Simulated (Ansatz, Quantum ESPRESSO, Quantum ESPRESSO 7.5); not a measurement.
# Mo2CO2 MXene, 1 layer: response to a perpendicular field

How does Mo2CO2 MXene, 1 layer respond to a gate-like field without added charge?

Calculated with Quantum ESPRESSO 7.5; plane-wave DFT, vdW-DF-cx, GBRV ultrasoft pseudopotentials made under PBE (geometry and cross-check by Ansatz 0.2.0 with PAW datasets; geometry under PBE).

## (1) Set-up

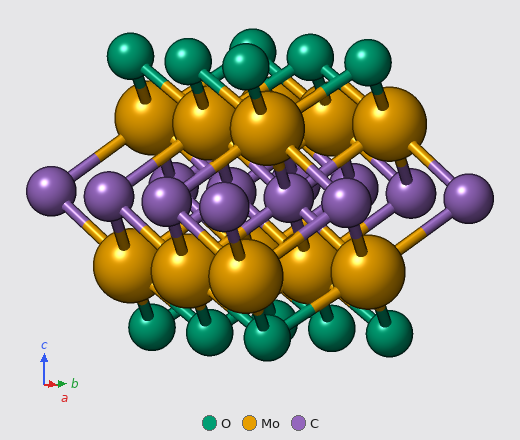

The cell as given, from the side, with the c axis up (oxygen teal, molybdenum orange, carbon purple). 3×2×1 cells are drawn. Some periodic images of atoms are drawn too.

The cell holds 5 atoms: 2 O, 2 Mo and 1 C. Its edges and angles: a = 3.025 Å, b = 3.025 Å, c = 21.519 Å, α = 90.0°, β = 90.0°, γ = 120.0°. It derives from Mo2CO2. Vacuum lies along c.

This run has no spin polarisation, although Mo can carry a moment. A spin-polarised state was not tried and may lie lower.

## (2) Relaxation with Ansatz

A relaxation in Ansatz fixes the structure of this slab for the runs on it.

Input file input.yaml:

```yaml
crystal:
  lattice:
    - [3.024736, 0.0, 0.0]
    - [-1.512368, 2.6194982157, 0.0]
    - [0.0, 0.0, 21.5190393187]
  atoms:
    - { symbol: O, position: [0.3333333333, 0.6666666667, 0.3949990459] }
    - { symbol: Mo, position: [0.6666666667, 0.3333333333, 0.4445384052] }
    - { symbol: C, position: [0.0, 0.0, 0.5] }
    - { symbol: Mo, position: [0.3333333333, 0.6666666667, 0.5554615948] }
    - { symbol: O, position: [0.6666666667, 0.3333333333, 0.6050009541] }
kpoints:
  mp_grid: { grid: [12, 12, 1] }
hamiltonian:
  xc: pbe
scf:
  occupations: { method: fermi_dirac, width: 0.05 }
  convergence: { dr2_threshold: 1.0e-08 }
efield:
  axis: 3
  dipole_correction: true
  ramp_position: 0.97
  ramp_width: 0.04
relax:
  f_tol: 0.01
  cell: { fix: [c, alpha, beta] }
output:
  write_potential: true
  write_density: true
  volumetric_format: npy
```

Launch:

```sh
> ansatz run input.yaml --threads 4 --pin off --max-ram 8192MiB --backend cpu --events-out ev --progress --plain --runs-dir out
```

Numbers of over 12 decimals in the logs are rounded to 6 here.

Output:

```text
Warning: relax.cell: scf.convergence.dr2_threshold = 1e-8 eV is looser than the 5e-10 eV advised for a relaxation that steers and ends on the stress (1e-10 eV for each atom of the cell: 5). What an SCF threshold leaves in a stress goes as its square root, and in the free energy as the threshold itself, and one threshold admits the most on a small cell: [figures from the program's tests cut] Set scf.convergence.dr2_threshold to 5e-10 eV or tighter. The threshold is an SCF's pass mark: one that does not reach it within its budget of iterations ends unconverged, or closes short of it on a stop that the run arms, and scf.convergence.dr2_threshold's page says what that costs each kind of run
Engine: ansatz 0.2.0, aarch64-unknown-linux-gnu
Pseudopotentials: kind: paw
Pseudopotential: O, paw, valence charge 6, recommended cutoff 420 eV (normal), O.paw.azcp
Pseudopotential: Mo, paw, valence charge 14, recommended cutoff 420 eV (normal), Mo.paw.azcp
Pseudopotential: C, paw, valence charge 4, recommended cutoff 420 eV (normal), C.paw.azcp
Functional definition: PBE
  parameter kappa = 0.804
  parameter beta = 0.066725
  exchange = pbe_x(kappa = kappa, mu = beta*pi^2/3)
  correlation = pbe_c(beta = beta)
Crystal: 5 atoms, lattice volume = 170.502 Å³
Basis set: ecut = 420 eV, 3287 PW (Γ), exchange–correlation on 48×48×288 points (8 copies of the dense FFT grid, shifted against one another)
Bands: 27, of which v1, the nominal top of the filled ones, is band 22 counted from 1 (21 counted from 0)
Symmetry: 6 space group operations
k-points: 19 of 144 (time reversal used)
Non-local potential: O, projectors of the file, l = 0: 2, l = 1: 2, l = 2: 1
Non-local potential: Mo, projectors of the file, l = 0: 3, l = 1: 2, l = 2: 2, l = 3: 1
Non-local potential: C, projectors of the file, l = 0: 2, l = 1: 2, l = 2: 1
PAW form: soft (Blöchl's): semilocal exchange-correlation on the pseudo side does not see the compensation charge
PAW one-centre angular grid: O, 110 points (default); XC on 64 Gauss nodes
PAW one-centre angular grid: Mo, 590 points (default); XC on 64 Gauss nodes
PAW one-centre angular grid: C, 110 points (default); XC on 64 Gauss nodes
Initial density: superposition of atomic densities (neutral atoms: chi_scale 0, normalization atom), corrected by the library's trained network
Initial wavefunctions: pseudopotential atomic-orbital guess
Functional: x = pbe(κ = 0.804, μ = 0.219515), c = pbe(β = 0.066725)
SCF iter   1: F=—  HF=-11297.191186 eV  |F-HF|=—  |Δ(HF+E_count)|=         —  Δρ=6.30e-3  dr2=7.05e-2  ethr=1.77e-3  p=-0.000 e·Å  D=-1.03e-4 V/Å  ΔV_dip=0.00 eV  dr2_dipole=5.07e-8  V_vac-E_F(+/−)=5.36/5.36 eV  ⟨swp⟩=9.9  Hψ=3122  notcnv=0
efield: sawtooth ramp at fractional position 0.9700 (set: `efield.ramp_position`, or a place that a band, a saddle search or an elastic batch's reference lends), width 0.0400; the density the first Hamiltonian is built on has a dipole p = -0.000 e·Å; the dipole correction subtracts the counter field D = -1.03e-4 V/Å, which shifts the + side's vacuum level by +0.00 eV against the − side's; the planar-averaged density in the ramp window peaks in size at 1.2e-5 e/Å³
preconditioner: auto → LDOS  [metal: Δε(μ)=0.021 eV  Ē_g=8.830 eV  σ=0.050 eV  W_gap=0.11  n_scr=14 (ndim 8)  ℏωp=15.0 eV  f_vac=0.673  D(μ)=4.01/eV (n_scr^D=14)  β→1.0]
SCF iter   2: F=—  HF=-11297.181698 eV  |F-HF|=—  |Δ(HF+E_count)|=   9.49e-3  Δρ=3.32e-3  dr2=1.22e-2  ethr=1.60e-4  p=-0.000 e·Å  D=-4.08e-5 V/Å  ΔV_dip=0.00 eV  dr2_dipole=1.72e-6  V_vac-E_F(+/−)=5.66/5.66 eV  ⟨swp⟩=2.5  Hψ=1091  notcnv=0
SCF iter   3: F=—  HF=-11297.180223 eV  |F-HF|=—  |Δ(HF+E_count)|=   1.48e-3  Δρ=1.15e-3  dr2=1.87e-3  ethr=2.78e-5  p=-0.000 e·Å  D=-3.91e-5 V/Å  ΔV_dip=0.00 eV  dr2_dipole=1.47e-7  V_vac-E_F(+/−)=5.72/5.72 eV  ⟨swp⟩=3.5  Hψ=1256  notcnv=0
SCF iter   4: F=—  HF=-11297.180031 eV  |F-HF|=—  |Δ(HF+E_count)|=   1.91e-4  Δρ=2.89e-4  dr2=1.20e-4  ethr=4.24e-6  p=0.000 e·Å  D=1.63e-6 V/Å  ΔV_dip=-0.00 eV  dr2_dipole=4.01e-10  V_vac-E_F(+/−)=5.73/5.73 eV  ⟨swp⟩=2.2  Hψ=735  notcnv=0
SCF iter   5: F=—  HF=-11297.180056 eV  |F-HF|=—  |Δ(HF+E_count)|=   2.46e-5  Δρ=3.89e-5  dr2=2.47e-6  ethr=2.73e-7  p=0.000 e·Å  D=6.35e-6 V/Å  ΔV_dip=-0.00 eV  dr2_dipole=2.39e-9  V_vac-E_F(+/−)=5.73/5.73 eV  ⟨swp⟩=2.1  Hψ=900  notcnv=0
SCF iter   6: F=—  HF=-11297.180218 eV  |F-HF|=—  |Δ(HF+E_count)|=   1.62e-4  Δρ=9.43e-6  dr2=1.04e-7  ethr=5.62e-9  p=0.000 e·Å  D=2.90e-6 V/Å  ΔV_dip=-0.00 eV  dr2_dipole=3.39e-10  V_vac-E_F(+/−)=5.74/5.74 eV  ⟨swp⟩=3.5  Hψ=1176  notcnv=0
SCF iter   7: F=-11297.180219 eV  HF=-11297.180218 eV  |F-HF|=5.37e-8  |Δ(HF+E_count)|=   4.88e-7  Δρ=2.57e-6  dr2=8.34e-9  ethr=2.27e-11  p=0.000 e·Å  D=1.27e-6 V/Å  ΔV_dip=-0.00 eV  dr2_dipole=2.10e-11  V_vac-E_F(+/−)=5.74/5.74 eV  ⟨swp⟩=12.0  Hψ=4550  notcnv=0
SCF 1 converged in 7 iterations: F = -11297.180219 eV  dr2 = 8.34e-9
  greatest PAW one-centre occupation: 0.998 electrons in one spin orbital (limit 2), on the Mo atom at site 1 (counted from 0), in its partial waves of l = 0
relax step   1: F+E_penalty+E_count = -11297.18021855 eV  Δ(F+E_penalty+E_count) = +0.000e0 eV  max|allowed force component| = 1.508e0 eV/Å  Δτ_max = 0.0000 Å  P = +3.169 GPa  Ω = 170.502 Å³  fix = [c, alpha, beta]  reactions: c +1.086 GPa  (7 SCF iters, accepted)
Crystal: 5 atoms, lattice volume = 178.869 Å³
Basis set: ecut = 420 eV, 3503 PW (Γ), exchange–correlation on 48×48×288 points (8 copies of the dense FFT grid, shifted against one another)
Initial density: handed on by an earlier stage of this run
Initial wavefunctions: those handed on with the density
iter 1 solved again at ethr=1.30e-4 eV; its pass at ethr=3.10e-3 eV (dr2=5.73e-2 eV) is discarded
SCF iter   1: F=—  HF=-11297.369379 eV  |F-HF|=—  |Δ(HF+E_count)|=         —  Δρ=6.70e-3  dr2=5.70e-2  ethr=1.30e-4  p=0.000 e·Å  D=2.19e-6 V/Å  ΔV_dip=-0.00 eV  dr2_dipole=8.33e-11  V_vac-E_F(+/−)=5.85/5.85 eV  ⟨swp⟩=1.7  Hψ=3922  notcnv=0
efield: sawtooth ramp at fractional position 0.9700 (set: `efield.ramp_position`, or a place that a band, a saddle search or an elastic batch's reference lends), width 0.0400; the density the first Hamiltonian is built on has a dipole p = 0.000 e·Å; the dipole correction subtracts the counter field D = 2.19e-6 V/Å, which shifts the + side's vacuum level by -0.00 eV against the − side's; the planar-averaged density in the ramp window peaks in size at 2.0e-6 e/Å³
[...]
relax step   5: F+E_penalty+E_count = -11297.38607388 eV  Δ(F+E_penalty+E_count) = -3.448e-4 eV  max|allowed force component| = 2.226e-2 eV/Å  Δτ_max = 0.0036 Å  P = +0.066 GPa  Ω = 177.670 Å³  energy of the carried Pulay correction = -7.740e-3 eV  fix = [c, alpha, beta]  (6 SCF iters, rejected (line search))
[...]
relax step   6: F+E_penalty+E_count = -11297.38591421 eV  Δ(F+E_penalty+E_count) = -1.851e-4 eV  max|allowed force component| = 4.621e-3 eV/Å  Δτ_max = 0.0022 Å  P = -0.028 GPa  Ω = 177.945 Å³  energy of the carried Pulay correction = -8.030e-3 eV  fix = [c, alpha, beta]  reactions: c -0.070 GPa  (5 SCF iters, accepted)
[...]
relax step   7: F+E_penalty+E_count = -11297.39636787 eV  Δ(F+E_penalty+E_count) = -1.045e-2 eV  max|allowed force component| = 5.259e-3 eV/Å  Δτ_max = 0.0000 Å  P = +0.065 GPa  Ω = 177.945 Å³  fix = [c, alpha, beta]  reactions: c -0.014 GPa  stress off target by 1.04e-1 GPa on what of the cell is left free  SCF on the basis re-selected at this cell (its energy is not comparable with the rows above)  (5 SCF iters)
[...]
relax step   8: F+E_penalty+E_count = -11297.39621698 eV  Δ(F+E_penalty+E_count) = +1.509e-4 eV  max|allowed force component| = 4.204e-4 eV/Å  Δτ_max = 0.0014 Å  P = +0.002 GPa  Ω = 178.158 Å³  energy of the carried Pulay correction = -2.268e-4 eV  fix = [c, alpha, beta]  reactions: c -0.001 GPa  (5 SCF iters, accepted)
iter 1 solved again at ethr=7.20e-7 eV; its pass at ethr=3.10e-3 eV (dr2=3.17e-4 eV) is discarded
SCF iter   1: F=—  HF=-11297.396098 eV  |F-HF|=—  |Δ(HF+E_count)|=         —  Δρ=2.90e-5  dr2=4.87e-8  ethr=7.20e-7  p=0.000 e·Å  D=2.46e-6 V/Å  ΔV_dip=-0.00 eV  dr2_dipole=1.34e-11  V_vac-E_F(+/−)=6.35/6.35 eV  ⟨swp⟩=3.9  Hψ=4699  notcnv=0
efield: sawtooth ramp at fractional position 0.9700 (set: `efield.ramp_position`, or a place that a band, a saddle search or an elastic batch's reference lends), width 0.0400; the density the first Hamiltonian is built on has a dipole p = 0.000 e·Å; the dipole correction subtracts the counter field D = 2.46e-6 V/Å, which shifts the + side's vacuum level by -0.00 eV against the − side's; the planar-averaged density in the ramp window peaks in size at 4.3e-6 e/Å³
eigensolver tolerance schedule: the retry pair's looser diagonalisation over-reported the residual by 6506.59 of it (diagonalisation noise at an unbounded share of the residual, at the tolerance the schedule requests for it); recorded, not acted on — ethr = c·dr2/N_el stays at c = 1.0e-1
preconditioner: auto → LDOS  [metal: Δε(μ)=0.122 eV  Ē_g=8.426 eV  σ=0.050 eV  W_gap=0.49  n_scr=14 (ndim 8)  ℏωp=14.7 eV  f_vac=0.676  D(μ)=1.92/eV (n_scr^D=8)  β→1.0]
SCF iter   2: F=—  HF=-11297.396468 eV  |F-HF|=—  |Δ(HF+E_count)|=   3.70e-4  Δρ=6.33e-6  dr2=6.38e-8  ethr=1.11e-10  p=0.000 e·Å  D=3.47e-6 V/Å  ΔV_dip=-0.00 eV  dr2_dipole=2.78e-11  V_vac-E_F(+/−)=6.35/6.35 eV  ⟨swp⟩=5.3  Hψ=1873  notcnv=0
SCF iter   3: F=—  HF=-11297.396468 eV  |F-HF|=—  |Δ(HF+E_count)|=   1.15e-8  Δρ=2.41e-6  dr2=1.20e-8  ethr=1.11e-10  p=0.000 e·Å  D=2.59e-6 V/Å  ΔV_dip=-0.00 eV  dr2_dipole=6.46e-13  V_vac-E_F(+/−)=6.35/6.35 eV  ⟨swp⟩=2.0  Hψ=779  notcnv=0
SCF iter   4: F=-11297.396468 eV  HF=-11297.396468 eV  |F-HF|=1.33e-7  |Δ(HF+E_count)|=   1.29e-7  Δρ=4.67e-7  dr2=3.28e-10  ethr=2.27e-11  p=0.000 e·Å  D=2.48e-6 V/Å  ΔV_dip=-0.00 eV  dr2_dipole=1.89e-13  V_vac-E_F(+/−)=6.35/6.35 eV  ⟨swp⟩=14.0  Hψ=4164  notcnv=0
SCF 9 converged in 4 iterations: F = -11297.396468 eV  dr2 = 3.28e-10
relax step   9: F+E_penalty+E_count = -11297.39646815 eV  Δ(F+E_penalty+E_count) = -2.512e-4 eV  max|allowed force component| = 3.823e-4 eV/Å  Δτ_max = 0.0000 Å  P = +0.003 GPa  Ω = 178.158 Å³  fix = [c, alpha, beta]  reactions: c -0.001 GPa  stress off target by 5.00e-3 GPa on what of the cell is left free  SCF on the basis re-selected at this cell (its energy is not comparable with the rows above)  (4 SCF iters)
basis re-selected at this cell: Δ(F+E_penalty+E_count) = -2.512e-4 eV, ΔP = +0.001 GPa vs the last step (what re-selecting the basis moved, of the pressure what is left beyond the Pulay correction that the steps carried, after the strain that the cell walked since its last selection, with what the two solves' SCF thresholds leave and, on support functions, any second-order correction that the steps lacked; it is no m [...]
WARN: The output density's exchange-correlation potential varies sharply where the density is thin. Do not read a vacuum level from v_tot or v_xc, or from such a field of the output density. On a cell that repeats whose density bears no net charge and no dipole along the vacuum's axis use v_es (v_loc + v_h of the components); under efield.dipole_correction with no amplitude use v_es + v_field, which holds any externa [...]
SCF converged after 4 iterations
Free energy (F): -11297.396468 eV
Harris-Foulkes:  -11297.396468 eV  (|F-HF|=1.33e-7)
Internal energy: -11297.380106 eV  (E = F + TS)
E sigma→0 (E₀):  -11297.388287 eV
Entropy (-TS):   -0.016362 eV (-3.272 meV/atom)
Fermi energy:    0.331989 eV
Dipole field:    D = 0.000003 V/Å  (p = 0.000003 e·Å, saw-weighted, corrected)
Work function:   Φ+ = 6.3467 eV   Φ− = 6.3468 eV
Levels:          The Fermi level and band energies are counted from a zero that moves with the ramp; work functions are not
--- Per-component energies (eV) ---
  E_band       = -869.341857
  E_kinetic    = 1319.682896
  E_local      = -45338.445864  (includes V_loc(G=0)·N_el)
  E_nonlocal   = 405.095743
  E_hartree    = 21906.289675
  E_xc         = -562.696592
  E_vxc        = -706.025629  (∫ρ·V_xc dr)
  E_paw        = -6815.158218  (= ΣΔE_a)
  E_vpaw       = -362.234057  (= ΣTr[D̂ρ^β])
  E_aug_tail   = 0.004832  (compensation charges beyond the density's cutoff)
  E_efield     = 0.000000  (sawtooth field / dipole correction)
  E_vefield    = -0.000029  (∫n·V_field dr)
  E_ewald      = 17787.847423
  E_smearing   = -0.016362  (= −TS)
  E_closure    = 0.000000  (closes the sum)
  Σ components = -11297.396468   (vs F -11297.396468, Δ=0.00e0)
--- Forces (eV/Å), atoms counted from 1 ---
  atom   1  O     -0.00000000    -0.00000000     0.00015014
  atom   2  Mo    -0.00000000     0.00000000    -0.00038003
  atom   3  C      0.00000000     0.00000000    -0.00000086
  atom   4  Mo     0.00000000     0.00000000     0.00038205
  atom   5  O      0.00000000     0.00000000    -0.00015244
  max |Σ_I F_I| component: 1.14e-6 eV/Å
--- Stress (GPa, compression-positive) ---
        0.005001       0.000000       0.000000
        0.000000       0.005001      -0.000000
        0.000000      -0.000000      -0.000533
  P = ⅓ Tr σ = 0.0032 GPa (0.032 kbar)
--- Band table (eV; the first three rows and the last of 19) ---
  k-point 0: bands = [... 18 lower, -1.9656, -1.9656, -1.8854, -1.8854, -0.2256, 0.6485, 0.6485, 2.2236, ... 1 higher]
  k-point 1: bands = [... 18 lower, -2.6508, -1.9019, -1.4497, -1.2010, -0.1762, 0.7424, 0.7959, 2.2206, ... 1 higher]
  k-point 2: bands = [... 18 lower, -3.1746, -2.0514, -1.4469, -0.6743, 0.2326, 1.0065, 1.1001, 2.1581, ... 1 higher]
  k-point 18: bands = [... 18 lower, -3.6314, -3.6314, -0.2468, -0.1180, -0.1180, 1.8301, 1.8301, 2.4491, ... 1 higher]
--- Relaxed structure (7 steps of the walk, 6 accepted, 2 SCFs on fresh bases) ---
  F+E_penalty+E_count = -11297.39646815 eV   max|allowed force component| = 3.823e-4 eV/Å   (the final SCF, on the basis selected at the relaxed cell)
  cell:  # Å, volume = 178.1579 Å³
    - [3.091903, 0, 0]
    - [-1.545951, 2.677666, 0]
    - [0, 0, 21.5190393187]
  atoms:
    - { symbol: O, position: [0.333333, 0.666667, 0.396062] }
    - { symbol: Mo, position: [0.666667, 0.333333, 0.448057] }
    - { symbol: C, position: [0, 0, 0.500000] }
    - { symbol: Mo, position: [0.333333, 0.666667, 0.551943] }
    - { symbol: O, position: [0.666667, 0.333333, 0.603938] }
```

Wall time 32 s (4 threads of Arm Neoverse N1, shared host); peak memory 0.49 GiB.

Step by step:

```csv
step,energy less that of the first step (eV),largest force component (eV/Å),pressure (GPa),volume (Å³)
1,0.0000,1.5084,3.17,170.50
2,-0.1817,0.6786,0.22,178.87
3,-0.2050,0.0654,-0.26,178.16
4,-0.2055,0.0344,0.00,178.05
5,-0.2059,0.0223,0.07,177.67
6,-0.2057,0.0046,-0.03,177.95
7*,-0.2161,0.0053,0.06,177.95
8,-0.2160,0.0004,0.00,178.16
9*,-0.2162,0.0004,0.00,178.16
```

Relaxation steps marked * repeat the geometry before them on a plane-wave basis chosen anew for their cell, so energy and pressure can jump there. Relaxation step 5 was tried and not accepted.

Forces are held to the 6 operations that the run works with; a distortion that breaks them can't arise in this run.

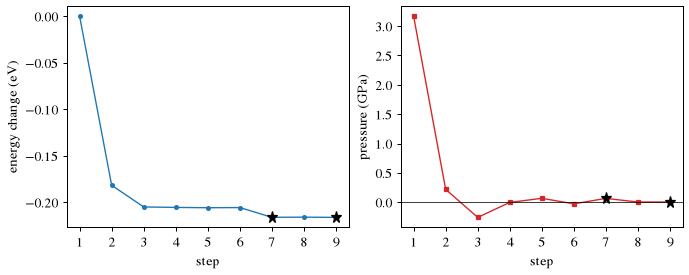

Energy and pressure along the relaxation. Stars mark steps on a basis chosen anew.

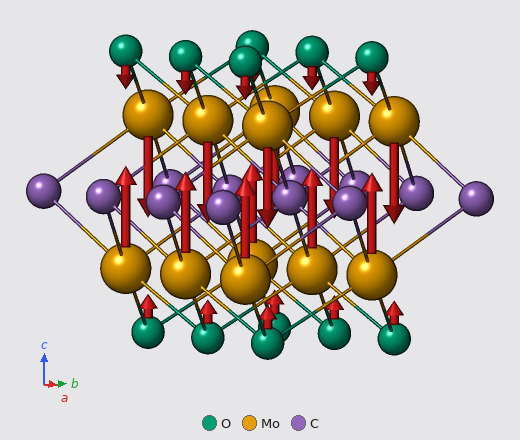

Displacements in the relaxation, exaggerated, measured against the changing cell; the longest in the cell stands for 0.08 Å. 3×2×1 cells are drawn. Some periodic images of atoms are drawn too.

```csv
cell as run,before,after,change
a (Å),3.025,3.092,+2.2 %
b (Å),3.025,3.092,+2.2 %
```

The atoms that moved most (Å, along periodic axes as changes of fractional coordinates times the final cell, across vacuum about the mean position):

```csv
atom,dx,dy,dz,length
Mo4,0.000,0.000,-0.076,0.076
Mo2,0.000,0.000,0.076,0.076
O1,0.000,0.000,0.023,0.023
O5,0.000,0.000,-0.023,0.023
```

Final coordinates:

```xyz
5
Lattice="3.0919 0.0000 0.0000 -1.5460 2.6777 0.0000 0.0000 0.0000 21.5190" Properties=species:S:1:pos:R:3
O     0.0000    1.7851    8.5229
Mo    1.5460    0.8926    9.6418
C     0.0000    0.0000   10.7595
Mo    0.0000    1.7851   11.8773
O     1.5460    0.8926   12.9962
```

Read from the output:

| Property | Result |
| --- | --- |
| free energy | -11297.3965 eV |
| energy at zero smearing | -11297.3883 eV |
| smearing term TS | 0.01636 eV |
| Fermi energy | 0.3320 eV |
| symmetry operations | 6 |
| work function of the upper face | 6.347 eV |
| work function of the lower face | 6.347 eV |
| dipole along the normal | 3.05e-6 e·Å |

(Part 1 of 7 ends here.)

[Logs are printed without paths, hosts, clocks, repeated set-up lines and the standing remarks that a program may print on its own settings, such as how far it seeks lower states.]

[Hosts, paths, dates, database ids (printed as entryN), source tags and the programs' standing remarks are cut or masked in the printed files.]

[Maps of the electrostatic potential energy from Ansatz leave out the sawtooth potential of an applied field or a dipole correction, so their vacuum need not be flat; planar profiles and work functions include it.]
